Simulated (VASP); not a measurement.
Energy against volume of AlN (zinc blende). Method: MS2 meta-GGA, VASP's PBE PAW potentials (set 64) (plane waves; VASP).

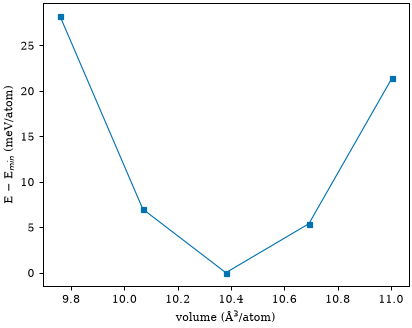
Energy against volume

Question: Estimate the equilibrium volume and the bulk modulus.

Answer: The minimum lies near 10.4 Å³/atom, and the curvature gives B0 of about 210 GPa.

The compound is AlN in the zinc blende structure, a metastable form; wurtzite is the usual one. It was relaxed first.
